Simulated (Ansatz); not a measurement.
# SiHSe (quartet): one geometry, many settings at a displaced geometry (v2)

What do other methods and options give for SiHSe (quartet) at this geometry, and how long do they take?

Computed with Ansatz 0.2.0, Gaussian basis. Level: the settings change from run to run.

28 further runs of the same task are left out: 14 that didn't finish, 14 set aside as unsound or not needed.

## 1. What is computed

The geometry is a PBE0/def2-TZVP stationary point (not a proven minimum) with its atoms shifted at random (size 0.100 Å). No spin-orbit coupling is included. The filled d shell of Se may be among the frozen orbitals whatever the setting's name suggests; the logs give the count.

3 atoms, charge 0, spin multiplicity 4.

Atoms are counted from 1 here; the program's logs count them from 0.

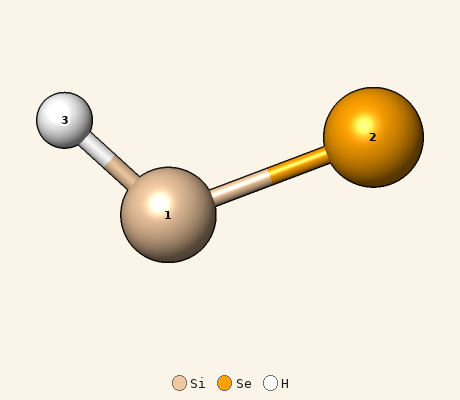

The structure; silicon light orange, selenium orange, hydrogen white; atoms are numbered from 1 in the order of the file.

## 2. NEVPT2(9,6)/6-31G

Contents of in.yaml:

```yaml
crystal:
  periodic: [false, false, false]
  atoms:
    - {symbol: Si, position_ang: [0.121305, -0.108100, 1.672585]}
    - {symbol: Se, position_ang: [-0.043569, 0.023593, -0.625891]}
    - {symbol: H, position_ang: [0.033051, 1.163870, 2.425690]}
basis:
  gaussian: {orbitals: 6-31G}
magnetization: {spin_polarized: false, initial_magnetization: 3}
correlation: {method: sc_nevpt2, electrons: valence, active_space: {window: {electrons: 9, orbitals: 6}}}
```

On the command line:

```bash
$ ansatz run in.yaml --threads 1 --pin off --events-out ev --progress --plain --max-ram 2393MiB
```

Log:

```text
Functional definition: HF
  name "HF"
  cite "Fock, Z. Phys. 61, 126 (1930) doi:10.1007/BF01340294"
  parent pbe
  exchange = exact_x
  correlation = 0
427 factors; integrals over basis functions are off by at most 5.9e-4 eV
mean field evaluation 1: about -73167.4544 eV, gradient 7.6e0 eV
mean field evaluation 2: about -73167.4954 eV, gradient 7.7e0 eV
mean field evaluation 4: about -73168.2649 eV, gradient 1.0e0 eV
mean field evaluation 8: about -73168.2868 eV, gradient 1.3e-1 eV
mean field evaluation 16: about -73168.2893 eV, gradient 2.5e-1 eV
mean field evaluation 32: about -73168.3086 eV, gradient 1.8e-4 eV
mean field evaluation 64: about -73168.3085 eV, gradient 1.3e-1 eV
mean field -73168.30859729 eV, -2688.8857456896 hartree, gradient 2.4e-6 eV, S^2 3.750000; 6 other end points of the search recorded, 0 dependent functions left out
reference -73168.30859729 eV, -2688.8857456896 hartree; 26, 23 occupied and 18, 21 virtual orbitals, 427 factors
state -73168.31419886 eV, -2688.8859515436 hartree
state -73168.31419886 eV, -2688.8859515436 hartree; corrected -73173.71622101 eV, -2689.0844721957 hartree
WARN: 1 active orbitals are nearly empty or full. The corrections depend on them more than the energy does, and are more stable in an active space without them
Total energy: -73173.71622101 eV, -2689.0844721957 hartree
```

Run time: 16 s. Hardware: 1 thread of AMD EPYC, shared host.

From the report: 8 determinants; active occupations 2.00, 2.00, 2.00, 1.00, 1.00, 1.00. The report marks this result as in doubt.

## 3. MP2 on ROHF/def2-SVP

in.yaml, as its differences from that of step 2:

```diff
@@ -7,4 +7,5 @@
 basis:
-  gaussian: {orbitals: 6-31G}
+  gaussian: {orbitals: def2-SVP}
 magnetization: {spin_polarized: false, initial_magnetization: 3}
-correlation: {method: sc_nevpt2, electrons: valence, active_space: {window: {electrons: 9, orbitals: 6}}}
+correlation: {method: mp2, electrons: valence}
+output: {forces: true}
```

Launched as before.

Log (excerpt; [...] marks lines left out):

```text
Functional definition: HF
  name "HF"
  cite "Fock, Z. Phys. 61, 126 (1930) doi:10.1007/BF01340294"
  parent pbe
[...]
526 factors; integrals over basis functions are off by at most 1.1e-3 eV
[...]
mean field -73168.64276313 eV, -2688.8980260576 hartree, gradient 1.8e-6 eV, S^2 3.750000; 6 other end points of the search recorded, 0 dependent functions left out
[...]
14 core orbitals not correlated: weight in the atoms' cores, before any rotation towards them, 1.000 or more for the frozen orbitals, at most 0.000 for the correlated occupied ones
reference -73168.64276313 eV, -2688.8980260576 hartree; 12, 9 occupied and 29, 32 virtual orbitals, 526 factors
second order -7.37035589 eV of doubles, -0.10143769 eV of singles
[...]
Total energy: -73176.11455671 eV, -2689.1726094070 hartree
Atom 0 at     0.121305    -0.108100     1.672585 Å, force     0.003964    -0.019502     0.028298 eV/Å
Atom 1 at    -0.043569     0.023593    -0.625891 Å, force    -0.005377    -0.036674    -0.142591 eV/Å
Atom 2 at     0.033051     1.163870     2.425690 Å, force     0.001413     0.056175     0.114293 eV/Å
Dipole moment:     0.007321    -0.003507     0.105927 e Å
```

It took 25 s on 1 thread of AMD EPYC, shared host.

## 4. CCSD(T) on UHF/def2-SVP

in.yaml, as its differences from that of step 3:

```diff
@@ -8,4 +8,3 @@
   gaussian: {orbitals: def2-SVP}
-magnetization: {spin_polarized: false, initial_magnetization: 3}
-correlation: {method: mp2, electrons: valence}
-output: {forces: true}
+magnetization: {spin_polarized: true, initial_magnetization: 3}
+correlation: {method: ccsd_t, electrons: outside_noble_gas}
```

Same command.

Log (excerpt; [...] marks lines left out):

```text
Functional definition: HF
  name "HF"
  cite "Fock, Z. Phys. 61, 126 (1930) doi:10.1007/BF01340294"
  parent pbe
[...]
526 factors; integrals over basis functions are off by at most 1.1e-3 eV
[...]
mean field -73168.80127591 eV, -2688.9038512949 hartree, gradient 9.3e-7 eV, S^2 3.766307; 9 other end points of the search recorded, 0 dependent functions left out
determinant -73168.80127591 eV, -2688.9038512949 hartree, with singles and doubles -73173.78844696 eV, -2689.0871264507 hartree
determinant -73168.73689264 eV, -2688.9014852533 hartree, with singles and doubles -73173.71679147 eV, -2689.0844931600 hartree
determinant -73166.13847771 eV, -2688.8059952658 hartree, with singles and doubles -73171.31216285 eV, -2688.9961246882 hartree
determinant -73166.01082916 eV, -2688.8013042681 hartree, with singles and doubles -73171.22070652 eV, -2688.9927637300 hartree
determinant -73168.80127591 eV, -2688.9038512949 hartree, with singles and doubles -73173.78940306 eV, -2689.0871615867 hartree
determinant -73168.73689264 eV, -2688.9014852533 hartree, with singles and doubles -73173.71719761 eV, -2689.0845080852 hartree
19 core orbitals not correlated: weight in the atoms' cores, before any rotation towards them, 1.000 or more for the frozen orbitals, at most 0.000 for the correlated occupied ones
reference -73168.80127591 eV, -2688.9038512949 hartree; 7, 4 occupied and 29, 32 virtual orbitals, 526 factors
second order -4.15500121 eV of doubles, -0.00000000 eV of singles
cycle   1  -4.98812226 eV  change    4.9e-6 eV  update   2.6e-6
perturbative correction -0.14768345 eV, -0.0054272667 hartree
Total energy: -73173.93708162 eV, -2689.0925886737 hartree
```

Wall time 36 s (1 thread of AMD EPYC, shared host).

From the report: ⟨S²⟩ of the determinant 3.766 (pure quartet: 3.75); correlation -5.1358 eV; T1 0.023; largest double amplitude 0.03.

## 5. NEVPT2(3,6)/cc-pVDZ

Contents of in.yaml:

```yaml
crystal:
  periodic: [false, false, false]
  atoms:
    - {symbol: Si, position_ang: [0.121305, -0.108100, 1.672585]}
    - {symbol: Se, position_ang: [-0.043569, 0.023593, -0.625891]}
    - {symbol: H, position_ang: [0.033051, 1.163870, 2.425690]}
basis:
  gaussian: {orbitals: cc-pVDZ}
magnetization: {spin_polarized: false, initial_magnetization: 3}
hamiltonian: {pseudopotentials: {relativity: scalar}}
correlation: {method: sc_nevpt2, electrons: valence, active_space: {window: {electrons: 3, orbitals: 6}}}
```

Same command.

Log:

```text
Functional definition: HF
  name "HF"
  cite "Fock, Z. Phys. 61, 126 (1930) doi:10.1007/BF01340294"
  parent pbe
  exchange = exact_x
  correlation = 0
549 factors; integrals over basis functions are off by at most 1.1e-3 eV
mean field evaluation 1: about -73788.5727 eV, gradient 7.9e0 eV
mean field evaluation 2: about -73788.5753 eV, gradient 7.9e0 eV
mean field evaluation 4: about -73789.4251 eV, gradient 1.1e0 eV
mean field evaluation 8: about -73789.4506 eV, gradient 7.0e-3 eV
mean field evaluation 16: about -73789.4506 eV, gradient 2.1e-4 eV
mean field evaluation 32: about -73789.4936 eV, gradient 1.1e-2 eV
mean field evaluation 64: about -73789.4506 eV, gradient 1.8e-5 eV
mean field -73789.49362536 eV, -2711.7138744169 hartree, gradient 1.2e-6 eV, S^2 3.750000; 6 other end points of the search recorded, 0 dependent functions left out
reference -73789.49362536 eV, -2711.7138744169 hartree; 26, 23 occupied and 24, 27 virtual orbitals, 549 factors
state -73789.59058870 eV, -2711.7174377537 hartree
state -73789.59058870 eV, -2711.7174377537 hartree; corrected -73794.14983161 eV, -2711.8849868405 hartree
Total energy: -73794.14983161 eV, -2711.8849868405 hartree
Relativity: scalar
```

It took 35 s on 1 thread of AMD EPYC, shared host.

From the report: 10 determinants; active occupations 1.00, 1.00, 1.00, 0.00, 0.00, 0.00.

## 6. CISD/cc-pVDZ

in.yaml, as its differences from that of step 5:

```diff
@@ -9,3 +9,4 @@
 magnetization: {spin_polarized: false, initial_magnetization: 3}
-hamiltonian: {pseudopotentials: {relativity: scalar}}
-correlation: {method: sc_nevpt2, electrons: valence, active_space: {window: {electrons: 3, orbitals: 6}}}
+correlation: {active_space: {ras: {orbitals: [4, 3, 24], electrons: 11, max_holes: 2, max_particles: 2}, fixed_orbitals: true}}
+accuracy: high
+output: {forces: true}
```

Same command.

Log (excerpt; [...] marks lines left out):

```text
Functional definition: HF
  name "HF"
  cite "Fock, Z. Phys. 61, 126 (1930) doi:10.1007/BF01340294"
  parent pbe
[...]
972 factors; integrals over basis functions are off by at most 4.6e-9 eV
[...]
mean field -73178.43591676 eV, -2689.2579178157 hartree, gradient 1.5e-8 eV, S^2 3.750000; 6 other end points of the search recorded, 0 dependent functions left out
reference -73178.43591676 eV, -2689.2579178157 hartree; 26, 23 occupied and 24, 27 virtual orbitals, 972 factors
state -73183.18781443 eV, -2689.4325468339 hartree
[...]
Total energy: -73183.18781443 eV, -2689.4325468339 hartree
Atom 0 at     0.121305    -0.108100     1.672585 Å, force     0.041802    -0.215715     0.281769 eV/Å
Atom 1 at    -0.043569     0.023593    -0.625891 Å, force    -0.030445    -0.007595    -0.477106 eV/Å
Atom 2 at     0.033051     1.163870     2.425690 Å, force    -0.011357     0.223309     0.195338 eV/Å
Dipole moment:     0.004448     0.000433     0.068587 e Å
```

Run time: 30 s. Hardware: 1 thread of AMD EPYC, shared host.

From the report: 63,151 determinants.

## 7. BCCD on UHF/6-31G*

Contents of in.yaml:

```yaml
crystal:
  periodic: [false, false, false]
  atoms:
    - {symbol: Si, position_ang: [0.121305, -0.108100, 1.672585]}
    - {symbol: Se, position_ang: [-0.043569, 0.023593, -0.625891]}
    - {symbol: H, position_ang: [0.033051, 1.163870, 2.425690]}
basis:
  gaussian: {orbitals: "6-31G*"}
magnetization: {spin_polarized: true, initial_magnetization: 3}
correlation: {method: bccd, electrons: valence}
output: {forces: true}
```

Same command.

Log (excerpt; [...] marks lines left out):

```text
Functional definition: HF
  name "HF"
  cite "Fock, Z. Phys. 61, 126 (1930) doi:10.1007/BF01340294"
  parent pbe
[...]
527 factors; integrals over basis functions are off by at most 1.2e-3 eV
[...]
mean field -73170.76566072 eV, -2688.9760411052 hartree, gradient 6.7e-8 eV, S^2 3.765800; 10 other end points of the search recorded, 0 dependent functions left out
determinant -73170.76566072 eV, -2688.9760411052 hartree, with singles and doubles -73179.17413286 eV, -2689.2850467569 hartree
determinant -73170.70719743 eV, -2688.9738926189 hartree, with singles and doubles -73179.10522134 eV, -2689.2825143052 hartree
determinant -73168.10503813 eV, -2688.8782650284 hartree, with singles and doubles -73176.69184426 eV, -2689.1938243333 hartree
determinant -73168.00741992 eV, -2688.8746776253 hartree, with singles and doubles -73176.58385857 eV, -2689.1898559324 hartree
[...]
determinant -73170.70719743 eV, -2688.9738926189 hartree, with singles and doubles -73179.10407476 eV, -2689.2824721691 hartree
14 core orbitals not correlated: weight in the atoms' cores, before any rotation towards them, 1.000 or more for the frozen orbitals, at most 0.000 for the correlated occupied ones
reference -73170.76566072 eV, -2688.9760411052 hartree; 12, 9 occupied and 30, 33 virtual orbitals, 527 factors
second order -7.96072264 eV of doubles, -0.00000000 eV of singles
cycle   1  -8.39632416 eV  change    1.0e-2 eV  update   9.4e-3
[...]
cycle  17  -8.39257344 eV  change    8.8e-9 eV  update   2.7e-8
[...]
Total energy: -73179.15823416 eV, -2689.2844624905 hartree
Atom 0 at     0.121305    -0.108100     1.672585 Å, force     0.040270    -0.295133     0.127281 eV/Å
Atom 1 at    -0.043569     0.023593    -0.625891 Å, force    -0.021945     0.001989    -0.331582 eV/Å
Atom 2 at     0.033051     1.163870     2.425690 Å, force    -0.018325     0.293144     0.204301 eV/Å
Dipole moment:     0.005336     0.025142     0.122930 e Å
```

It took 90 s on 1 thread of AMD EPYC, shared host; peak memory 0.25 GiB.

From the report: ⟨S²⟩ of the determinant 3.766 (pure quartet: 3.75); correlation -8.3926 eV; largest double amplitude 0.03.

## 8. All runs side by side

Where basis and cores are those of an earlier UCCSDT(Q)/cc-pVDZ run (-73183.7165 eV), and the state is the same kind, the miss against it is given. † marks a result that the program doubts.

```tsv
level	correlated	functions	energy (eV)	from UCCSDT(Q) (meV)	time
NEVPT2(9,6)/6-31G †	valence	44	-73173.7162		16 s
MP2 on ROHF/def2-SVP	valence	55	-73176.1146		25 s
CCSD(T) on UHF/def2-SVP	outside noble gas	55	-73173.9371		36 s
NEVPT2(3,6)/cc-pVDZ (relativity set)	valence	50	-73794.1498		35 s
CISD/cc-pVDZ	outside noble gas	50	-73183.1878	528.7	30 s
BCCD on UHF/6-31G*	valence	56	-73179.1582		90 s
```

## 9. What came out

| quantity | value |
| --- | --- |
| runs | 6 |
| quickest | NEVPT2(9,6)/6-31G †, 16 s |
| slowest | BCCD on UHF/6-31G*, 90 s |

Total energies in different bases, with other cores or another treatment of relativity can't be set against each other. BCCD on UHF/6-31G* took 6 times as long as NEVPT2(9,6)/6-31G †; the jobs differ in more than the method.
